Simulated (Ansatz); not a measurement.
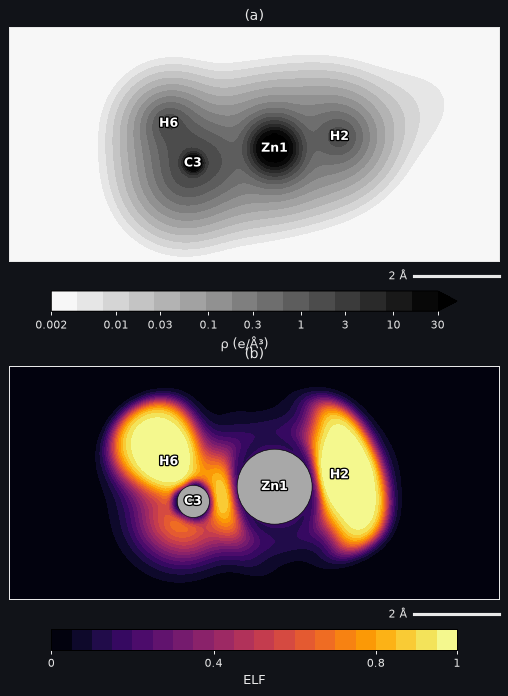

CH4Zn···HBr. (a) total electron density; (b) ELF on the plane of atoms Zn1, C3 and H6. Grey discs cover the atomic cores in the ELF map.

Theory: RKS CAM-B3LYP-D4/def2-mTZVP (Ansatz 0.2.0).

```
atom    x (Å)    y (Å)    z (Å)
  Zn  -0.1871  -0.4417   0.0262
   H  -0.7272  -0.7258  -1.4014
   C   0.4841  -0.0938   1.8078
   H  -0.7245   0.2546  -2.8774
  Br  -0.7103   1.0713  -4.0691
   H  -0.2096   0.5260   2.3771
   H   1.4408   0.4288   1.7720
   H   0.6338  -1.0196   2.3645
```

What do the fields say about this system?

- Atoms in the plane: Zn, H and C.
- C–Zn (1.94 Å): ρ is about 0.78 e/Å³ halfway; the ELF peaks at about 0.90 in the valence shell of C, 0.7 Å from its nucleus, and is about 0.40 at the midpoint.
- C–H (1.09 Å): ρ at the midpoint is about 1.9 e/Å³; the ELF climbs to about 1 towards the hydrogen, as it does in any bond to H: a covalent bond by its length.
- Zn–H (1.55 Å): the density is about 1 e/Å³ at the midpoint; the ELF climbs to about 1 towards the hydrogen.
